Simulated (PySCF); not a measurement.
## Run report: C₅H₉N₂Si, EPR calculation

- system: C₅H₉N₂Si, multiplicity 2, SMILES C[CH][SiH2]n1ccnc1
- method: UKS B3LYP, pcH-1 on C H N Si, non-relativistic, mean-field spin-orbit, GIAO (PySCF 2.14.0)

It belongs to a series of runs on one base structure; here: H removed from sp3 C.

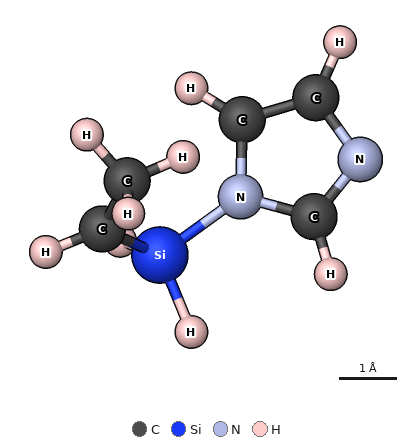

**Figure 1.** The structure as given in the input (ball-and-stick view, seen at a tilt). Bond lengths as drawn: C–C 1.36 to 1.48 Å, C–H 1.07 to 1.09 Å, C–N 1.30 to 1.37 Å, C–Si 1.85 Å, H–Si 1.47 Å and N–Si 1.76 Å.

Results in brief:

```tsv
quantity	value
outcome	converged
total energy	−594.939676 hartree
⟨S²⟩	0.754
isotropic g	2.0027
hardware	1 CPU thread, shared host
wall time	1.8 min
peak memory	0.97 GiB
```

Input:
```
{"job": {"kind": "epr", "basis": "pcH-1"}, "charge": 0, "multiplicity": 2}
C      1.959070     1.134641     0.220528
C      1.910504    -0.278288     0.650110
Si     0.551644    -1.477640     0.292017
N     -0.813238    -0.557138    -0.324724
C     -1.558359     0.366788     0.363532
C     -2.485940     0.856275    -0.502094
N     -2.335696     0.258268    -1.718768
C     -1.344203    -0.566672    -1.576688
H      2.144582     1.791527     1.075223
H      2.794488     1.295313    -0.468206
H      1.039860     1.444076    -0.270949
H      2.783290    -0.622837     1.187083
H      0.834497    -2.435934    -0.783233
H      0.083557    -2.169669     1.498200
H     -1.360583     0.581117     1.393696
H     -3.248822     1.591643    -0.340809
H     -0.961648    -1.199438    -2.351875
```

The first line tells a small driver script what to run in PySCF; the rest is the geometry in Å.

Launched with:
```bash
OMP_NUM_THREADS=1 python <driver script> task.json out
```

What the program printed:
```
UKS, coarse grid
  cycle   1  E = -594.87268474  |g| = 3.67e-01
  cycle   2  E = -594.80145879  |g| = 5.36e-01
  cycle   3  E = -594.93354043  |g| = 1.19e-01
  cycle   4  E = -594.93841524  |g| = 5.21e-02
  cycle   5  E = -594.93958562  |g| = 1.26e-02
  cycle   6  E = -594.93964433  |g| = 5.68e-03
  cycle   7  E = -594.93965935  |g| = 1.10e-03
  cycle   8  E = -594.93966088  |g| = 8.46e-04
UKS, final grid
  cycle   1  E = -594.93967563  |g| = 1.32e-03
  cycle   2  E = -594.93967411  |g| = 2.21e-03
  cycle   3  E = -594.93967646  |g| = 1.61e-04
  cycle   4  E = -594.93967647  |g| = 3.86e-05
  cycle   5  E = -594.93967647  |g| = 3.01e-05
  cycle   6  E = -594.93967647  |g| = 7.69e-06
E = -594.93967647 Eh   <S^2> = 0.7535 (exact 0.7500)
g shifts (ppm)      1          2          3
  rmc          -125       -125       -125
  gc             -3         19         20
  oz_so          57        515        819
  total         -70        410        714
hyperfine (MHz)  atom isotope    a_iso     a_fc   dipolar eigenvalues
    0   13C     -30.70     -30.71     -3.28      0.82      2.45
    1   13C      79.74      79.85    -74.81    -73.68    148.49
    2  29Si      52.78      52.85     -2.23     -0.33      2.56
    3   14N      -0.12      -0.12     -0.17     -0.15      0.32
    4   13C      -0.13      -0.13     -0.55     -0.32      0.87
    5   13C      -0.07      -0.07     -0.26     -0.01      0.27
    6   14N       0.10       0.10     -0.11     -0.02      0.13
    7   13C      -0.47      -0.47     -0.48     -0.22      0.70
    8    1H     110.76     110.76     -5.42     -3.65      9.06
    9    1H     133.19     133.19     -5.73     -3.03      8.77
   10    1H       2.61       2.61     -4.39     -3.76      8.15
   11    1H     -55.33     -55.34    -35.40     -0.94     36.35
   12    1H      73.44      73.44     -3.45     -1.51      4.96
   13    1H      45.67      45.67     -3.41     -2.09      5.51
   14    1H       0.38       0.38     -1.90     -1.72      3.62
   15    1H      -0.08      -0.08     -0.44     -0.43      0.87
   16    1H       0.21       0.21     -1.02     -0.85      1.86
```

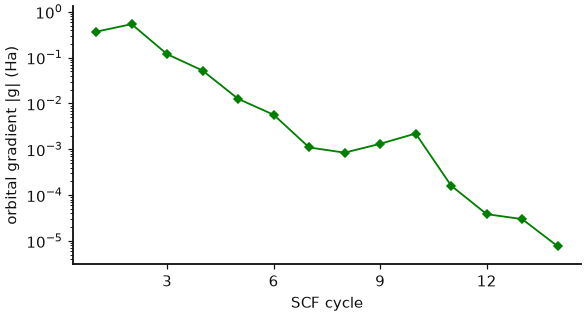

**Figure 2.** Convergence of the self-consistent field: orbital gradient |g| against the SCF cycle. All cycles printed in the log are drawn one after another.

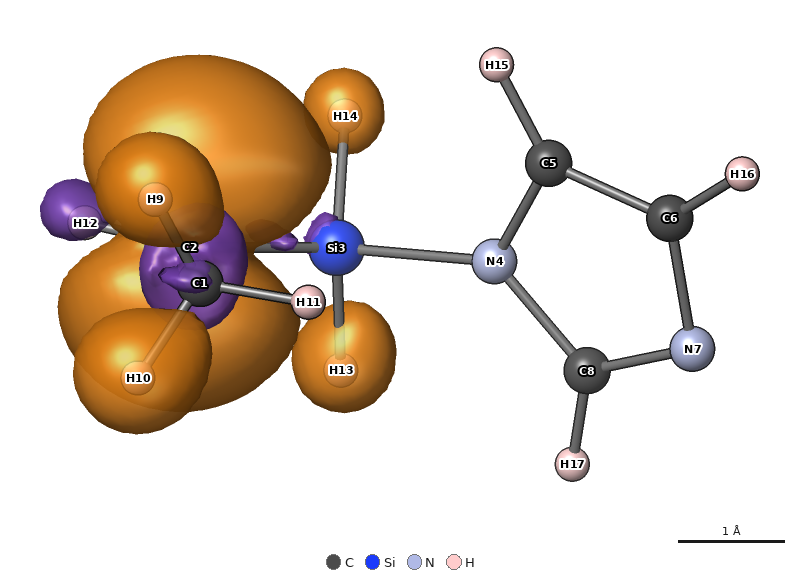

**Figure 3.** Isosurfaces of the spin density (α minus β) at +0.015 (orange) and −0.015 e/Å³ (purple), seen from the side. The unpaired spin (1 electron) lies mostly on C2 (about 0.7) and Si3 (about 0.1), in electrons by Hirshfeld's partition.

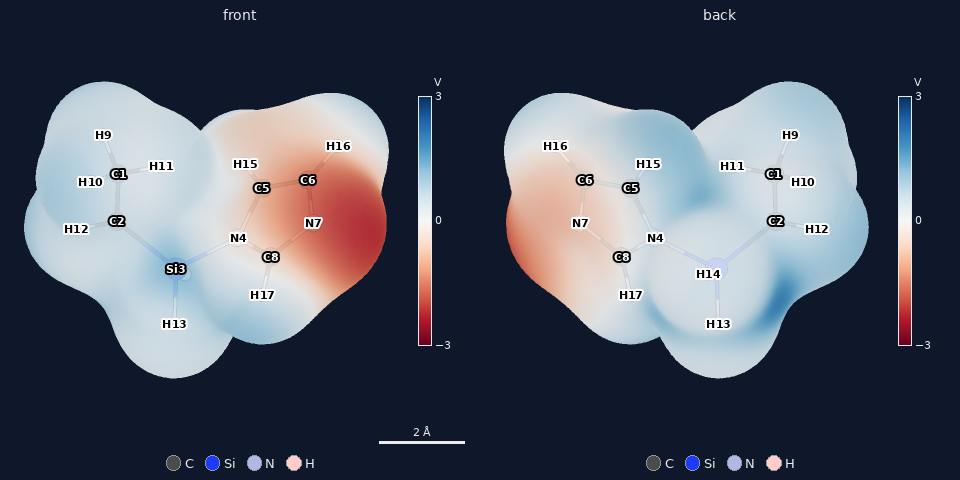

**Figure 4.** The molecular electrostatic potential painted on the density surface at 0.002 e/bohr³, seen at a tilt and from behind; red is negative and blue positive. A positive charge is drawn to the negative regions and a negative charge to the positive ones.
